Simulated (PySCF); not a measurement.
# C₄H₈BCl: electronic excitations and core binding energies

What electronic excitations and core binding energies should C₄H₈BCl (`CC/C=C\BCl`) show?

The runs use PySCF 2.14.0, with density-fitted response routines of our own; the level of theory stands in each step. All values are computed, except where a source is named. Atoms are numbered from 0 throughout.

## Step 1: Starting geometry

14 atoms, charge 0, multiplicity 1; geometry from: GFN2-xTB.

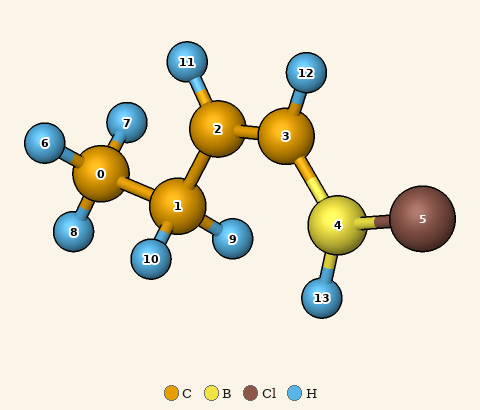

The starting geometry (carbon amber, boron yellow, chlorine brown, hydrogen blue), atoms numbered.

## Step 2: Excited states and response: PBE0/def2-SVPD

The job: settings as JSON, then the geometry in Å.

```
{"job": {"kind": "uv", "xc": "PBE0", "basis": "def2-SVPD", "nstates": 8, "ntriplets": 3}, "charge": 0, "multiplicity": 1}
C      2.102553     0.132400    -0.693571
C      0.744601    -0.372077    -0.217146
C     -0.226852     0.740623     0.018696
C     -1.493237     0.606531     0.439434
B     -2.215315    -0.714236     0.769538
Cl    -3.835590    -0.652690     1.289968
H      2.002326     0.676088    -1.630594
H      2.545661     0.797018     0.045077
H      2.782299    -0.701123    -0.853879
H      0.867679    -0.942247     0.707140
H      0.328321    -1.060637    -0.956886
H      0.164323     1.732737    -0.179425
H     -2.054626     1.528018     0.555369
H     -1.712821    -1.770878     0.684113
```

Method: TDDFT PBE0/def2-SVPD, vertical, gas phase, core orbitals frozen in the response.

Command:

```
$ OMP_NUM_THREADS=1 python probes_run.py task.json out
```

This one command runs all jobs of the session in turn.

**Question.** This job is followed by: delta-SCF UKS SCAN, pcX-2 on the ionised atom, pcseg-1 elsewhere, spin-free X2C. Predict these results of the whole session: lowest singlet (PBE0/def2-SVPD); brightest single state of those computed; lowest triplet; C1s binding energies, SCAN/pcX-2 (standing for 3 of 4 atoms); Cl1s binding energies, SCAN/pcX-2; Cl2p binding energies, SCAN/pcX-2.

**Answer**, as computed:

| quantity | value |
| --- | --- |
| lowest singlet (PBE0/def2-SVPD) | 4.69 eV (264 nm), f = 0.000 |
| brightest single state of those computed | state 2, 5.20 eV, f = 0.352 |
| lowest triplet | 3.31 eV |
| C1s binding energies, SCAN/pcX-2 (standing for 3 of 4 atoms) | C1 290.87, C0 290.77, C3 289.83 eV |
| Cl1s binding energies, SCAN/pcX-2 | Cl5 2828.58 eV |
| Cl2p binding energies, SCAN/pcX-2 | Cl5 206.54 eV |

In words: The first singlet state (HOMO−1→LUMO 0.99) lies at 4.69 eV and is dark; of the 8 states computed, the strongest absorption comes from state 2 at 5.20 eV. The lowest triplet lies 1.38 eV below the lowest singlet (triplets in Tamm-Dancoff, singlets in full TDDFT). C1 (allylic sp3 CH2) binds its C1s electron 1.04 eV more tightly than C3 (alkene CH). Only 3 of the 4 C atoms are covered by sound results.
